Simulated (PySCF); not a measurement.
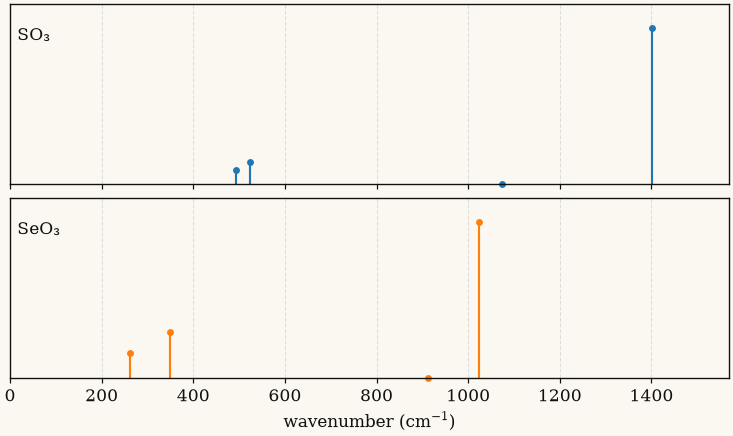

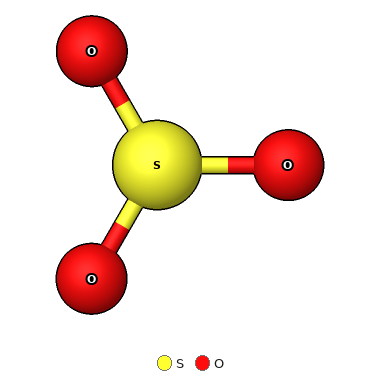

Harmonic infrared lines of SO₃ and SeO₃, all D3h singlets, each the lowest point that its search found (SO₃ is drawn); the central atom changes down one group of the periodic table. B3LYP/def2-TZVP, PySCF, unscaled, no spin-orbit coupling; each panel is scaled to its strongest line, degenerate modes are one line with their intensities summed, and dots on the axis are modes too weak to show or inactive.

> How do the bond length and the stretches change along the series?

Mean bond length: SO₃ 1.427, SeO₃ 1.601 Å, rising down the group. Highest e' mode: SO₃ 1401, SeO₃ 1024 cm⁻¹, falling down the group.

Caveats, for all or some of the runs: no scalar relativity.
